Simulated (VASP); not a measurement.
Band structure of HfO2 (space group P4_2/mnm). Computed with PBEsol GGA, VASP's PBE PAW potentials (set 64) (plane waves; VASP).

Unless said otherwise, spin-orbit coupling is left out, though it shifts the bands of the heavy elements here.

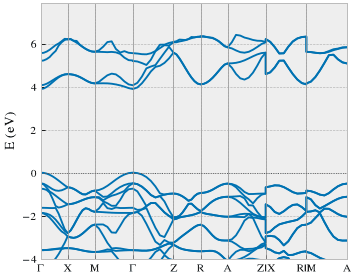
Figure. Bands along high-symmetry lines, zero at the valence-band maximum or, without a gap, the Fermi level

Q: Read the plot: is there a gap, and where are the band edges?

A: The gap is direct, 3.89 eV, from the valence maximum at Γ to the conduction minimum at Γ. (Edges off the drawn lines would not show.)

The structure comes from a computed database's HfO2 entry (P4_2/mnm); how it stands against other phases isn't given here. It was relaxed first.
